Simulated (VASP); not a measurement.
Band structure of LiBr (rock salt). Computed with PBE GGA, VASP's PBE PAW potentials (set 64) (plane waves; VASP 6.6.1).

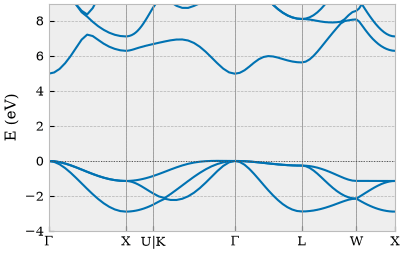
*Bands along high-symmetry lines, zero at the valence-band maximum or, without a gap, the Fermi level*

Question: Read the plot: is there a gap, and where are the band edges?

Answer: The gap is indirect, 4.97 eV, from the valence maximum at K-Γ at 0.79 to the conduction minimum at Γ. (Edges off the drawn lines would not show.)

Measured: gap 7.60 eV (computed value off by -2.63 eV), as given by Abedi et al., (2022), arXiv:2211.14644.

The compound is LiBr in the rock salt structure. It was relaxed first.
